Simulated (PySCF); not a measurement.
**CF2 (SMILES F[C]F) at CISD/STO-6G**

What is the energy change on altering one bond length of CF2 at CISD/STO-6G? Input form: a Python script.

The calculation is run with PySCF 2.14.0.

8 further runs of the same task are left out: 8 set aside as unsound or not needed.

### 1 Starting point

CF2 has 3 atoms, charge 0, and is taken as a singlet. As SMILES, `F[C]F`. Geometry: relaxed at GFN2-xTB.

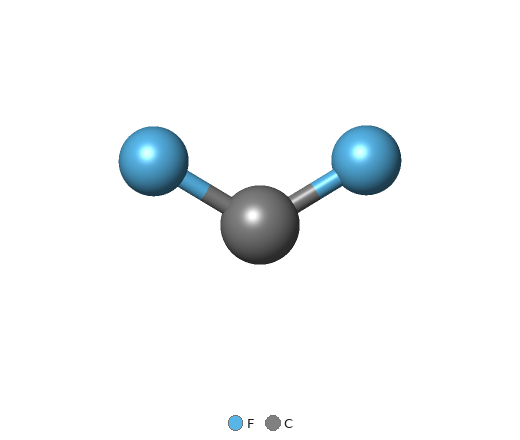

The structure, seen from a chosen angle (fluorine blue, carbon grey).

### 2 The energy at CISD/STO-6G

job.py reads:

```python
from pyscf import gto, ci

molecule = gto.M(
    atom=[
    ('F', (0.396940, 1.032800, 0.332770)),
    ('C', (0.326820, -0.272180, 0.149730)),
    ('F', (-0.723760, -0.760620, -0.482500)),
],
    spin=0,
    charge=0,
    basis='sto-6g',
    verbose=3,
    max_memory=1860,
)

hf = molecule.RHF()
hf.conv_tol = 1e-10
hf.kernel()
if not hf.converged:
    hf = hf.newton().run(hf.mo_coeff, hf.mo_occ)

cisd = ci.CISD(hf, frozen=3)
cisd.kernel()
e_final = cisd.e_tot
print('E = %.10f Eh' % e_final)
```

Started as:

```bash
OMP_NUM_THREADS=1 python job.py
```

Standard output:

```text
converged SCF energy = -235.601985307267
E(RCISD) = -235.7113925551181  E_corr = -0.1094072478510619
E = -235.7113925551 Eh
```

Run time: 0.62 s. Hardware: 1 thread of Arm Neoverse V2, shared host; peak memory 0.12 GiB.

### 3 The distorted shape at the same level

calc.py reads:

```python
from pyscf import gto, scf, ci

system = gto.Mole()
system.atom = [
    ('F', (0.607039, 1.130480, 0.459206)),
    ('C', (0.536919, -0.174500, 0.276166)),
    ('F', (-0.723760, -0.760620, -0.482500)),
]
system.verbose = 3
system.max_memory = 1860
system.spin = 0
system.basis = 'sto-6g'
system.build()

myscf = scf.RHF(system)
myscf.conv_tol = 1e-10
myscf.kernel()
if not myscf.converged:
    myscf = myscf.newton().run(myscf.mo_coeff, myscf.mo_occ)

cisd = ci.CISD(myscf, frozen=3)
cisd.kernel()
e_tot = cisd.e_tot
print('E = %.10f Eh' % e_tot)
```

Started as:

```bash
OMP_NUM_THREADS=1 python calc.py
```

Standard output:

```text
converged SCF energy = -235.551017143882
E(RCISD) = -235.6796116646752  E_corr = -0.1285945207928836
E = -235.6796116647 Eh
```

It took 0.58 s on 1 thread of Arm Neoverse V2, shared host; peak memory 0.1 GiB.

### 4 Outcome

Level: CISD/STO-6G, 3 core orbitals frozen.

| quantity | value |
| --- | --- |
| first shape: total energy | -235.71139 Eh |
| first shape: dipole moment (Hartree–Fock density) | 0.99 D |
| first shape: HOMO energy (Hartree–Fock orbitals) | -8.54 eV |
| first shape: LUMO energy (Hartree–Fock orbitals) | 6.43 eV |
| first shape: HOMO–LUMO gap (Hartree–Fock orbitals) | 14.97 eV |
| first shape: correlation energy (3 core orbitals frozen) | -109.4 mEh |
| distorted shape: total energy | -235.67961 Eh |
| distorted shape: dipole moment (Hartree–Fock density) | 1.06 D |
| distorted shape: HOMO energy (Hartree–Fock orbitals) | -8.84 eV |
| distorted shape: LUMO energy (Hartree–Fock orbitals) | 5.49 eV |
| distorted shape: HOMO–LUMO gap (Hartree–Fock orbitals) | 14.33 eV |
| distorted shape: correlation energy (3 core orbitals frozen) | -128.6 mEh |
| energy change with the C2–F3 bond stretched from 1.320 to 1.584 Å | 0.865 eV |

In words: With the C2–F3 bond stretched from 1.320 to 1.584 Å the energy rises by 0.86 eV (83.4 kJ/mol). The first shape isn't relaxed at this level, so the change isn't measured from a minimum. The minimal basis adds a large error of its own.
